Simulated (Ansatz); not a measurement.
The figure comes from a scan of Eu (bcc, W type): one Eu atom of a 4-atom cell moves by s towards the nearest neighbour, with its periodic images. The numbers are results of PBE (plane waves to 420 eV, PAW, scalar-relativistic; Ansatz, a first-principles code), not measurements. k mesh 3×12×12 (Γ-centred), Fermi-Dirac smearing 0.05 eV. With partly filled bands, energies and forces of such displacements shift with the k mesh and the smearing. F∥ is the force on the atom along that direction. Eu was relaxed with its symmetry unable to fall. Relaxed Eu ends ferromagnetic. The PAW data are Ansatz's earlier set. The relaxed volume of Eu is well below the measured one. Other magnetic orders were not checked, so this need not be the ground state. The f-shell state is unchecked: a lower one may exist. 

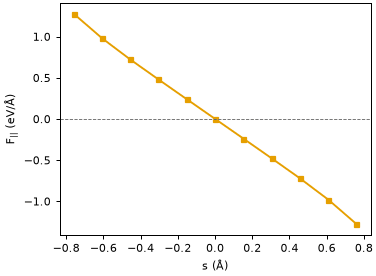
F∥ (eV/Å) against s (Å); computed points joined by lines.

Q: Read the plotted values off the figure, to the accuracy that the plot allows.

A: To the nearest 0.05:

| s (Å) | F∥ (eV/Å) |
|---|---|
| -0.760 | 1.30 |
| -0.608 | 1.00 |
| -0.456 | 0.70 |
| -0.304 | 0.50 |
| -0.152 | 0.25 |
| 0.000 | 0.00 |
| 0.152 | -0.25 |
| 0.304 | -0.50 |
| 0.456 | -0.70 |
| 0.608 | -1.00 |
| 0.760 | -1.30 |

(For displaced atoms, the force is minus the slope of the energy, and its curvature is a force constant, which sets phonon frequencies.)
